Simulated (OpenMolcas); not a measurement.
# Run report: SOF2, single-point calculation (part 2 of 2)

SOF2; HF/STO-3G, UHF (OpenMolcas 26.06). A bond length was changed on purpose from its optimised value.

Geometry of the input (Å):
```
O  0.4378  0.0850  -2.5266
S  -0.6459  -0.4078  -1.7545
F  -1.6190  0.8226  -1.5084
F  0.3433  -0.4446  1.2631
```

**Output, continued**
```
Iter     Tot. SCF        One-elec.       Two-elec.     Energy      Max Dij or  Max Fij      DNorm      TNorm      AccCon     Time
         Energy          Energy          Energy        Change      Delta Norm                                                in Sec.
   1  -661.813740704 -1235.061775468   415.943206732   0.00E+00    7.42E-01*   2.23E-01*    1.00E+01   1.04E+02   None         0.
   2  -659.973484593 -1245.535726841   428.257414216   1.84E+00*   5.90E-01*   4.46E-01*    7.85E+00   1.07E+02   EDIIS        0.
   3  -662.120434618 -1242.521110506   423.095847856  -2.15E+00*   2.38E-01*   1.11E-01*    4.60E+00   1.06E+02   EDIIS        0.
   4  -662.346952592 -1236.744516254   417.092735631  -2.27E-01*   2.89E-01*   1.02E-01*    3.01E+00   1.05E+02   EDIIS        0.
   5  -662.334208321 -1240.741047503   421.102011150   1.27E-02*   1.66E-01*   5.49E-02*    2.70E+00   1.06E+02   EDIIS        0.
   6  -662.647901451 -1238.109844076   418.157114593  -3.14E-01*   8.41E-01*   1.42E-01*    1.46E+00   1.05E+02   EDIIS        0.
   7  -662.833763776 -1239.023147786   418.884555978  -1.86E-01*   3.47E-01*   1.28E-01*    1.58E+00   1.05E+02   EDIIS        0.
   8  -662.895834195 -1239.181937136   418.981274910  -6.21E-02*   1.00E-01*   3.28E-02*    8.42E-01   1.05E+02   EDIIS        0.
   9  -662.904599743 -1239.146035568   418.936607793  -8.77E-03*   9.96E-02*   5.44E-02*    3.12E-01   1.05E+02   c2DIIS       0.
  10  -662.909507547 -1239.190362047   418.976026469  -4.91E-03*   5.81E-02*   1.56E-02*    1.82E-01   1.05E+02   c2DIIS       0.
  11  -662.910541784 -1239.182005776   418.966635960  -1.03E-03*   3.71E-02*   8.40E-03*    1.31E-01   1.05E+02   QNRc2DIIS    0.
  12  -662.910986206 -1239.174771908   418.958957670  -4.44E-04*   7.98E-02*   7.51E-03*    6.69E-02   1.05E+02   QNRc2DIIS    0.
  13  -662.911356128 -1239.181443025   418.965258866  -3.70E-04*   5.65E-03*   1.80E-03*    1.32E-01   1.05E+02   QNRc2DIIS    0.
  14  -662.911367148 -1239.180850598   418.964655419  -1.10E-05*   7.67E-03*   8.44E-04*    9.30E-03   1.05E+02   QNRc2DIIS    0.
  15  -662.911373964 -1239.181189090   418.964987094  -6.82E-06*   3.64E-03*   5.80E-04*    1.24E-02   1.05E+02   QNRc2DIIS    0.
  16  -662.911375847 -1239.181236128   418.965032249  -1.88E-06*   1.57E-02*   5.00E-04*    5.81E-03   1.05E+02   QNRc2DIIS    0.
  17  -662.911381635 -1239.180863063   418.964653396  -5.79E-06*   9.14E-04    9.58E-05     2.48E-02   1.05E+02   QNRc2DIIS    0.
  18  -662.911381771 -1239.180806977   418.964597174  -1.37E-07*   2.07E-03*   8.46E-05     1.53E-03   1.05E+02   QNRc2DIIS    0.
  19  -662.911381979 -1239.180691763   418.964481752  -2.08E-07*   8.44E-04    8.45E-05     3.53E-03   1.05E+02   QNRc2DIIS    0.
  20  -662.911382039 -1239.180654346   418.964444276  -5.95E-08*   1.66E-03*   8.40E-05     1.28E-03   1.05E+02   QNRc2DIIS    0.
  21  -662.911382087 -1239.180582043   418.964371924  -4.86E-08*   3.58E-04    8.99E-05     2.51E-03   1.05E+02   QNRc2DIIS    0.
  22  -662.911382129 -1239.180571338   418.964361177  -4.17E-08*   6.40E-03*   8.30E-05     4.94E-04   1.05E+02   QNRc2DIIS    0.
  23  -662.911382588 -1239.180386764   418.964176144  -4.59E-07*   3.58E-03*   9.10E-05     8.54E-03   1.05E+02   QNRc2DIIS    0.
  24  -662.911382798 -1239.180276316   418.964065486  -2.10E-07*   1.20E-02*   1.23E-04     4.52E-03   1.05E+02   QNRc2DIIS    0.
  25  -662.911382969 -1239.179910238   418.963699238  -1.71E-07*   3.66E-03*   2.85E-04*    1.52E-02   1.05E+02   QNRc2DIIS    0.
  26  -662.911383680 -1239.179792218   418.963580505  -7.11E-07*   1.50E-01*   2.33E-04*    4.60E-03   1.05E+02   QNRc2DIIS    0.
  27  -662.911367795 -1239.184404286   418.968208459   1.59E-05*   7.85E-01*   3.79E-04*    1.89E-01   1.05E+02   QNRc2DIIS    0.
  28  -662.911430351 -1239.160073398   418.943815015  -6.26E-05*   5.49E-01*   7.68E-04*    8.76E-01   1.05E+02   QNRc2DIIS    0.
  29  -662.911392565 -1239.176503241   418.960282644   3.78E-05*   5.32E-01*   3.05E-04*    6.01E-01   1.05E+02   QNRc2DIIS    0.
  30  -662.911441684 -1239.160097293   418.943827577  -4.91E-05*   4.24E-01*   2.23E-04*    5.83E-01   1.05E+02   QNRc2DIIS    0.
  31  -662.911404304 -1239.173570386   418.957338050   3.74E-05*   2.61E-01*   8.00E-05     4.60E-01   1.05E+02   QNRc2DIIS    0.
  32  -662.911377644 -1239.182074554   418.965868878   2.67E-05*   2.07E-01*   1.57E-04*    3.14E-01   1.05E+02   QNRc2DIIS    0.
  33  -662.911398953 -1239.175364533   418.959137548  -2.13E-05*   1.08E-01*   7.94E-05     2.51E-01   1.05E+02   QNRc2DIIS    0.
  34  -662.911409601 -1239.171834811   418.955597178  -1.06E-05*   1.69E-02*   7.58E-05     1.25E-01   1.05E+02   QNRc2DIIS    0.
  35  -662.911411232 -1239.171268537   418.955029273  -1.63E-06*   2.82E-02*   7.52E-05     1.93E-02   1.05E+02   QNRc2DIIS    0.
  36  -662.911413947 -1239.170410656   418.954168677  -2.72E-06*   7.05E-02*   7.41E-05     3.19E-02   1.05E+02   QNRc2DIIS    0.
  37  -662.911407171 -1239.172732593   418.956497390   6.78E-06*   7.54E-03*   7.68E-05     8.02E-02   1.05E+02   QNRc2DIIS    0.
  38  -662.911406434 -1239.173075870   418.956841404   7.37E-07*   1.20E-01*   7.70E-05     8.69E-03   1.05E+02   QNRc2DIIS    0.
  39  -662.911414116 -1239.171333953   418.955091805  -7.68E-06*   4.35E-03*   6.89E-04*    1.37E-01   1.05E+02   QNRc2DIIS    0.
  40  -662.911417691 -1239.168184825   418.951939102  -3.58E-06*   8.93E-04    2.32E-04*    8.70E-03   1.05E+02   QNRc2DIIS    0.
  41  -662.911417975 -1239.169041824   418.952795818  -2.84E-07*   4.93E-04    7.17E-05     1.65E-03   1.05E+02   QNRc2DIIS    0.
  42  -662.911418031 -1239.169160924   418.952914862  -5.59E-08*   6.59E-04    7.20E-05     8.02E-04   1.05E+02   QNRc2DIIS    0.
  43  -662.911418053 -1239.169332729   418.953086643  -2.27E-08*   2.90E-04    7.23E-05     1.10E-03   1.05E+02   QNRc2DIIS    0.
  44  -662.911418092 -1239.169281091   418.953034967  -3.89E-08*   4.73E-03*   7.22E-05     3.91E-04   1.05E+02   QNRc2DIIS    0.
  45  -662.911418414 -1239.168898065   418.952651619  -3.22E-07*   2.53E-03*   7.15E-05     6.02E-03   1.05E+02   QNRc2DIIS    0.
  46  -662.911418531 -1239.168782768   418.952536206  -1.17E-07*   5.28E-03*   9.34E-05     3.03E-03   1.05E+02   QNRc2DIIS    0.
  47  -662.911418653 -1239.168583357   418.952336672  -1.23E-07*   1.83E-03*   1.43E-04     6.27E-03   1.05E+02   QNRc2DIIS    0.
  48  -662.911418758 -1239.168541936   418.952295146  -1.05E-07*   2.58E-02*   1.47E-04     2.08E-03   1.05E+02   QNRc2DIIS    0.
  49  -662.911420080 -1239.168493111   418.952244999  -1.32E-06*   1.34E-02*   2.13E-04*    2.91E-02   1.05E+02   QNRc2DIIS    0.
  50  -662.911420908 -1239.168100260   418.951851320  -8.28E-07*   1.51E-01*   2.51E-04*    1.48E-02   1.05E+02   QNRc2DIIS    0.
  51  -662.911429310 -1239.163221919   418.946964577  -8.40E-06*   1.02E-01*   4.60E-04*    1.63E-01   1.05E+02   QNRc2DIIS    0.
  52  -662.911434079 -1239.160275503   418.944013391  -4.77E-06*   1.64E-01*   5.12E-04*    1.08E-01   1.05E+02   QNRc2DIIS    0.
  53  -662.911439192 -1239.155866154   418.939598930  -5.11E-06*   1.51E-01*   6.78E-04*    1.73E-01   1.05E+02   QNRc2DIIS    0.
  54  -662.911463416 -1239.151821598   418.935530150  -2.42E-05*   9.02E-01*   2.69E-04*    1.62E-01   1.05E+02   QNRc2DIIS    0.
  55  -662.911469214 -1239.145026021   418.928728775  -5.80E-06*   3.84E-01*   4.38E-04*    1.05E+00   1.05E+02   QNRc2DIIS    0.
  56  -662.911478362 -1239.144994561   418.928688167  -9.15E-06*   4.53E-03*   1.65E-04*    4.96E-01   1.05E+02   QNRc2DIIS    0.
  57  -662.911478430 -1239.145091057   418.928784595  -6.83E-08*   1.27E-02*   1.51E-04*    5.58E-03   1.05E+02   QNRc2DIIS    0.
  58  -662.911478740 -1239.145277590   418.928970818  -3.10E-07*   3.23E-03*   2.97E-05     1.58E-02   1.05E+02   QNRc2DIIS    0.
  59  -662.911478758 -1239.145261082   418.928954292  -1.79E-08*   8.14E-04    1.68E-05     4.02E-03   1.05E+02   QNRc2DIIS    0.
  60  -662.911478764 -1239.145220253   418.928913458  -5.79E-09*   1.19E-04    1.36E-05     1.06E-03   1.05E+02   QNRc2DIIS    0.
  61  -662.911478765 -1239.145215169   418.928908372  -9.95E-10    6.44E-05    1.36E-05     1.72E-04   1.05E+02   QNRc2DIIS    0.

       Convergence after  61 Iterations
--

 *****************************************************************************************************************************
 *                                             SCF/KS-DFT Program, Final results                                             *
 *                                                       Final Results                                                       *
 *****************************************************************************************************************************

::    Total SCF energy                               -662.9114787649
      One-electron energy                           -1239.1452151688
      Two-electron energy                             418.9289083720
      Nuclear repulsion energy                        157.3048280318
      Kinetic energy (interpolated)                   656.3749449491
      Virial theorem                                    1.0099585365
      Total spin, S(S+1)                                1.0032130971
      Total spin, S                                     0.6194700072
      Max non-diagonal density matrix element           0.0000430896
      Max non-diagonal Fock matrix element              0.0000101282

      All orbitals with orbital energies smaller than  E(LUMO)+0.5 are printed

++    Molecular orbitals:
      -------------------

      Title: UHF orbitals (alpha)

      Molecular orbitals for symmetry species 1: a

          Orbital            1         2         3         4         5         6         7         8         9        10
          Energy          -90.9200  -25.9468  -25.9017  -20.2847   -8.8131   -6.4458   -6.4432   -6.4414   -1.5128   -1.4066
          Occ. No.          1.0000    1.0000    1.0000    1.0000    1.0000    1.0000    1.0000    1.0000    1.0000    1.0000

          Orbital           11        12        13        14        15        16        17        18        19        20
          Energy           -1.3209   -0.8157   -0.6333   -0.5821   -0.5586   -0.5084   -0.4690   -0.4689   -0.4511   -0.3679
          Occ. No.          1.0000    1.0000    1.0000    1.0000    1.0000    1.0000    1.0000    1.0000    1.0000    1.0000

          Orbital           21        22        23        24
          Energy           -0.2679    0.3672    0.4179    0.5750
          Occ. No.          1.0000    0.0000    0.0000    0.0000

--

      All orbitals with orbital energies smaller than  E(LUMO)+0.5 are printed

++    Molecular orbitals:
      -------------------

      Title: UHF orbitals (beta)

      Molecular orbitals for symmetry species 1: a

          Orbital            1         2         3         4         5         6         7         8         9        10
          Energy          -90.9181  -25.9762  -25.9025  -20.2594   -8.8104   -6.4458   -6.4400   -6.4324   -1.5161   -1.5101
          Occ. No.          1.0000    1.0000    1.0000    1.0000    1.0000    1.0000    1.0000    1.0000    1.0000    1.0000

          Orbital           11        12        13        14        15        16        17        18        19        20
          Energy           -1.3045   -0.7703   -0.6305   -0.5642   -0.5396   -0.5360   -0.5226   -0.5225   -0.4324   -0.3489
          Occ. No.          1.0000    1.0000    1.0000    1.0000    1.0000    1.0000    1.0000    1.0000    1.0000    1.0000

          Orbital           21        22        23        24
          Energy           -0.3450    0.3140    0.4196    0.6150
          Occ. No.          1.0000    0.0000    0.0000    0.0000

--

++    Molecular charges:
      ------------------

      Mulliken charges per centre and basis function type
      ---------------------------------------------------

                            O1                      S2                      F3                      F4
                     alpha        beta       alpha        beta       alpha        beta       alpha        beta
      1s           1.9756      1.9552      2.8865      2.8822      1.9849      1.9846      2.0000      2.0000
      2px          0.7915      0.5750      1.5099      1.4821      0.8482      0.8625      0.8583      1.0000
      2pz          0.9025      0.3217      1.8266      1.7152      0.9855      0.9824      0.2542      1.0000
      2py          0.9312      0.8772      1.5717      1.5574      0.7854      0.8045      0.8880      1.0000
      Total        4.6008      3.7291      7.7947      7.6369      4.6040      4.6341      4.0004      4.9999
      Total              8.3299                 15.4316                  9.2381                  9.0004

      Charge           -0.3299                  0.5684                 -0.2381                 -0.0004

      Total electronic charge=   42.000000

      Total            charge=   -0.000000
--

++    Molecular orbitals:
      -------------------

      Title: Natural orbitals

      Molecular orbitals for symmetry species 1: a

          Orbital            1         2         3         4         5         6         7         8         9        10
          Energy          -90.9191  -25.9615  -25.9021  -20.2691   -8.8117   -6.4455   -6.4378   -6.4409   -1.4872   -0.9953
          Occ. No.          2.0000    2.0000    2.0000    2.0000    2.0000    2.0000    2.0000    2.0000    2.0000    2.0000

          Orbital           11        12        13        14        15        16        17        18        19        20
          Energy           -1.4177   -0.6391   -0.5062   -0.5688   -0.5264   -0.4429   -0.4958   -0.4957   -0.5713   -0.7952
          Occ. No.          2.0000    2.0000    2.0000    2.0000    2.0000    2.0000    2.0000    2.0000    1.9992    1.9990

          Orbital           21        22        23        24
          Energy           -0.0946   -0.0781    0.5235    0.4891
          Occ. No.          1.0193    0.9807    0.0010    0.0008

--

++    Molecular properties:
      ---------------------

      Charge (e):
                      =   -0.0000
      Dipole Moment (debye):
      Origin of the operator (angstrom)=   -0.4407   -0.0523   -1.1769
                   X= -2.8269E-01               Y= -7.8097E-01               Z=  3.7023E-01           Total=  9.0934E-01
      Quadrupole Moment (debye*angstrom):
      Origin of the operator (angstrom)=   -0.4407   -0.0523   -1.1769
                  XX= -2.4889E+01              XY=  5.2357E-01              XZ=  1.7747E+00              YY= -2.3682E+01
                  YZ=  8.7765E-01              ZZ= -2.3443E+01
      In traceless form (debye*angstrom)
                  XX= -1.3265E+00              XY=  7.8536E-01              XZ=  2.6621E+00              YY=  4.8415E-01
                  YZ=  1.3165E+00              ZZ=  8.4239E-01
--

--- Stop Module: scf /rc=_RC_ALL_IS_WELL_ ---
--- Module scf spent 1 second ---

.##################.
.# Happy landing! #.
.##################.

    Timing: Wall=2.64 User=2.07 System=0.56
```

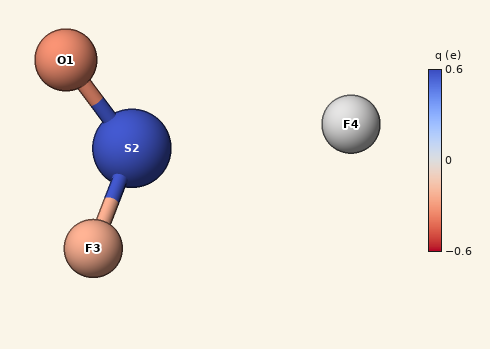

**Figure 1.** Mulliken charges, as the colour of each atom (ball-and-stick view, seen at a tilt; atoms are numbered from 1 in the order of the input). By element: O −0.33, S +0.57 and F −0.24 to 0.00 e.
